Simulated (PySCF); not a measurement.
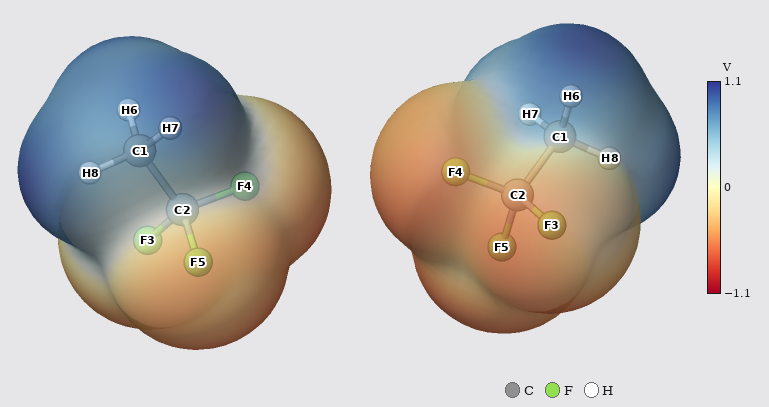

Figure. C₂H₃F₃, SMILES `CC(F)(F)F`. Electrostatic potential on the surface of electron density 0.001 a.u. (back view left, front view right).

PySCF calculation, ωB97X/def2-TZVP, gas phase; geometry: GFN2-xTB. No frequency check shows the geometry to be a minimum.

Where are the extremes of the potential on the surface?

Highest: 1.01 V, 1.3 Å from H8, and at like points elsewhere. Further maxima include −0.14 V, over the middle of C2, F3, F4 and F5, about 1.9 Å from them. Lowest: −0.62 V, 1.7 Å from F3, and at like points elsewhere. The surface is sampled at points, so like sites can differ by a few per cent and only the strongest of them is named.

Run time: 9.2 s on 1 thread of Intel(R) Xeon(R) 6975P-C (Granite Rapids), on a shared host, peak memory 0.65 GiB.
